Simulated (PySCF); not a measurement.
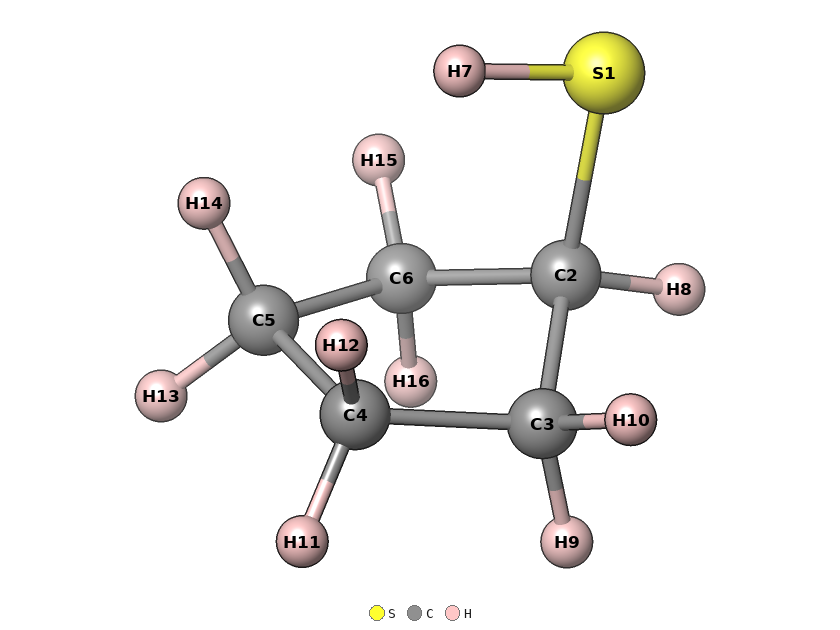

Atoms fade into the background with distance from the viewer. The geometry was computed by an optimisation with PBE0-D3(BJ)/def2-SVP. No frequency run is at hand to confirm it as a minimum.

Question: How is the 5-membered ring C2–C3–C4–C5–C6 puckered?

Answer: It is an envelope, with C2 as the flap. The Cremer–Pople amplitude Q is 0.40 Å.

Question: Give the torsion angles round the ring, beginning with the bond from its second to its third atom.

Answer: 24°, 0°, −25°, 40°, −40°.
